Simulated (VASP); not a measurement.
Band structure of Li₂S (antifluorite). Calculation: PBE GGA with D3 dispersion (zero damping), VASP's PBE PAW potentials (set 64) (plane waves; VASP 6.6.1).

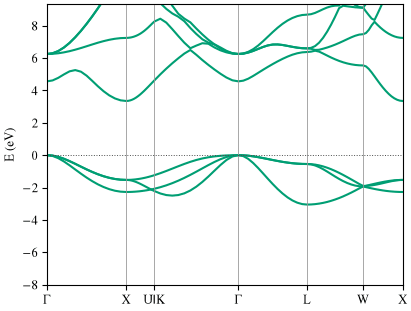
Fig. 1. Bands along high-symmetry lines, zero at the valence-band maximum or, without a gap, the Fermi level

Q: Read the plot: is there a gap, and where are the band edges?

A: The gap is indirect, 3.35 eV, from the valence maximum at Γ to the conduction minimum at X. (Edges off the drawn lines would not show.)

The compound is Li2S in the antifluorite structure. It was relaxed first, which changed the volume by -6 %.
